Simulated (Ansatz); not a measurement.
**A computed series for CdTe: pressure series**

The reference is CdTe in the zinc blende structure (space group F-43m, No. 216; a = 6.558 Å).

Cell and atoms are relaxed at each pressure.

Calculations: r2SCAN (Ansatz, a program for electronic structure), no SOC.

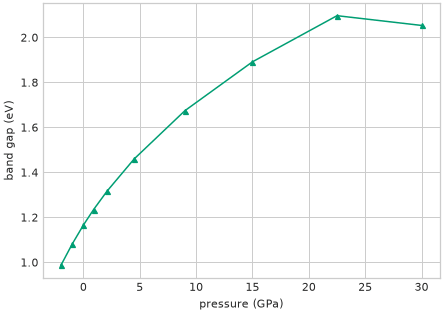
Figure: Band gap against pressure

From the plot, what is the band gap for pressure 2.1 GPa?

About 1.32 eV.

Is the trend monotonic over the range shown?

No, it turns within the range, spanning 0.99 eV to 2.10 eV.

With Te present, leaving out spin-orbit coupling can change the band edges. Load acts through the strain it causes; cell and atoms are relaxed under it. No phonon test of stability was made. Measured, CdTe leaves this structure (for cinnabar) near 3.53 GPa (temperature not stated; as listed in Datta, Sujoy, Jana, Debnarayan, arXiv (2020)), on rising pressure, with hysteresis.
